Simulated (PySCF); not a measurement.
Vertical excitations of a molecule C₂H₄F₂OSi from TDA-B3LYP/def2-SVPD (PySCF), as energy in eV (oscillator strength): 6.96 (0.002), 7.27 (0.010), 7.60 (0.201), 7.99 (0.298), 8.13 (0.027), 8.43 (0.038), 8.48 (0.017), 8.51 (0.001), 8.54 (0.041), 8.76 (0.001). Lowest triplet (TDA): 4.25 eV. Geometry: B3LYP-D3(BJ)/def2-SVP. Other conformers were not sampled.

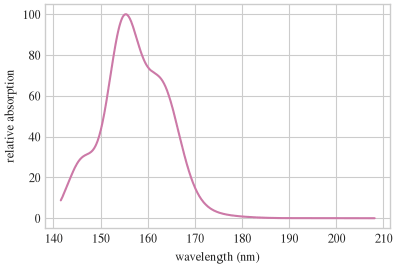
Figure: The lines broadened by 0.4 eV.

Task: Identify the compound among the candidates.
A. O=C([SiH3])C(F)F
B. C[Si](F)(F)C=O
C. C=C[Si](O)(F)F
D. C=C(F)[Si@@H](O)F

Result: C, C=C[Si](O)(F)F
